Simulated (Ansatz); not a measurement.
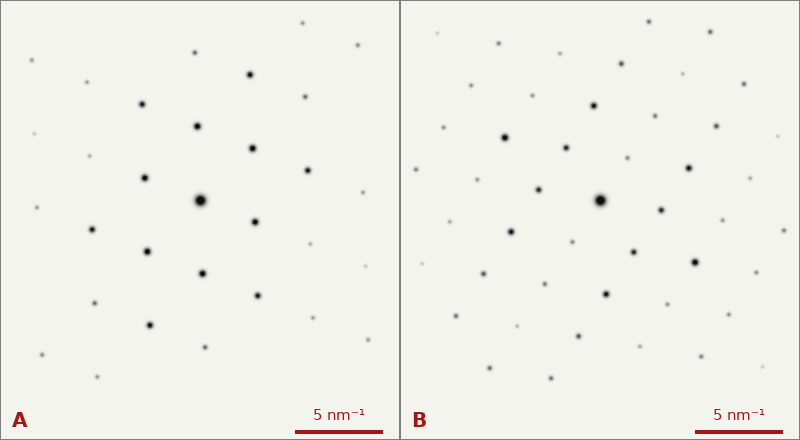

Kinematic electron diffraction patterns (200 kV, B = 0.5 Å², same scale, each along a low-index zone) of two structures of composition BeC, each relaxed at zero pressure with Ansatz 0.2.0, DFT PBE, scalar-relativistic, plane waves, PAW.

The structures (standard cells):
1. Cmcm (No. 63), a = 3.059 Å, b = 6.920 Å, c = 2.471 Å, 8 atoms; generated start, possibly hypothetical
2. C2/m (No. 12), a = 6.079 Å, b = 2.579 Å, c = 3.559 Å, β = 105.74°, 8 atoms; generated start, possibly hypothetical

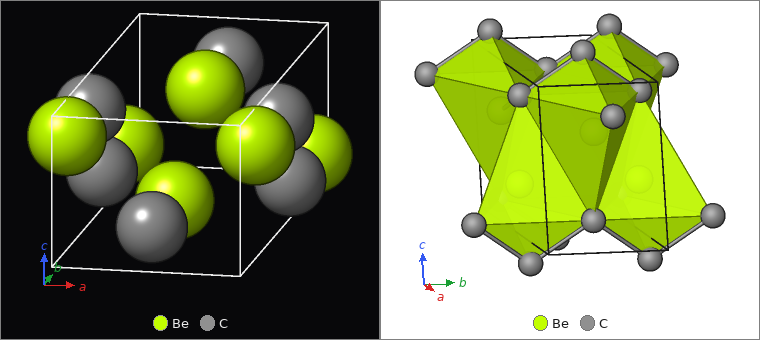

Drawings of the structures 1 to 2, from left to right (each may span several cells).

### Which pattern belongs to which structure, and along which zone?

A is structure 2 along [001]: centred rectangular net of 2 0 0 at d = 2.93 Å and 1 1 0 at d = 2.36 Å, 66.2° apart (some points of this net are extinct or too weak to see). B is structure 1 along [001]: centred rectangular net of 0 2 0 at d = 3.46 Å and 1 1 0 at d = 2.80 Å, 66.2° apart (some points of this net are extinct or too weak to see).

### Which structure lies lowest at this level of theory, and by how much?

Structure 2 (C2/m, 6.71 Å³ an atom) is the lowest of these; structure 1 (Cmcm, 6.54 Å³ an atom) lies about 320 meV an atom higher. These are static energies at 0 K; other structures, not shown, may lie lower still.
